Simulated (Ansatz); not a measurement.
```xyz
11

Mg   -0.9417   -0.5624   -0.4423
C     0.4770   -1.8532    0.5475
Cl   -2.6455    0.0595   -1.7445
H     0.2260    2.4837   -0.2413
O     0.7211    2.2979   -1.0378
H     0.1283    0.3244    1.4242
F    -0.4972    0.8872    1.0671
H     0.9158   -1.5227    1.4957
H     1.3240   -2.0613   -0.1050
H     0.0176   -2.8153    0.7707
H     0.2746    2.7622   -1.7342
```

Not at a stationary point (largest force 0.9 eV/Å).

These are results of RHF/6-31G* in Ansatz, not measurements.

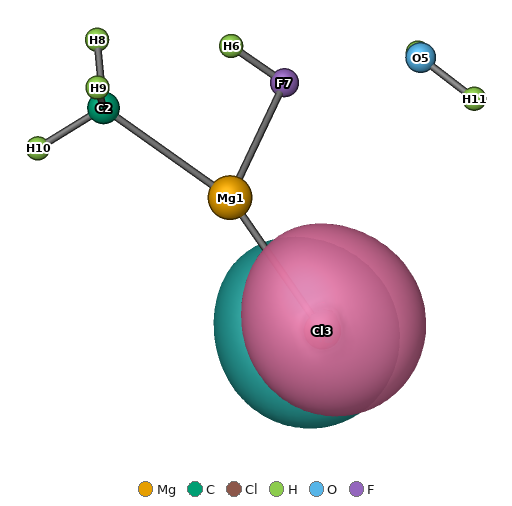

CH4ClFMg···H2O. The HOMO−1 at ±0.1 Å⁻³ᐟ² (teal and pink are the two phases), seen across its widest extent.

What is the character of this orbital?

Answer. By Hirshfeld shares it lies mainly on Cl3 (about 95 %); largely a lone pair of Cl3. Its energy is −11.35 eV.
